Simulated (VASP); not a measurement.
Band structure of NbTe (relaxed from the zinc blende structure, space group F-43m). All values below come from r2SCAN meta-GGA, VASP's PBE PAW potentials (set 64) (plane waves; VASP).

Unless said otherwise, spin-orbit coupling is left out, though it shifts the bands of the heavy elements here.

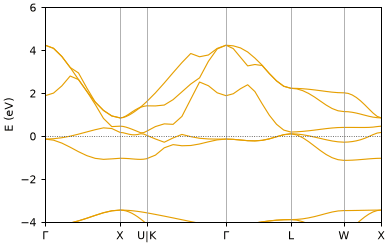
Figure. Bands along high-symmetry lines, zero at the valence-band maximum or, without a gap, the Fermi level

Q: Read the plot: is there a gap, and where are the band edges?

A: It has no gap at this level: it comes out as a metal or semimetal.

The structure was generated: NbTe was put into the zinc blende type (F-43m), which need not be its known phase. It was relaxed first, which changed the volume by -28 %. The electron count is odd and the run is not spin-polarised, which forces a metal.
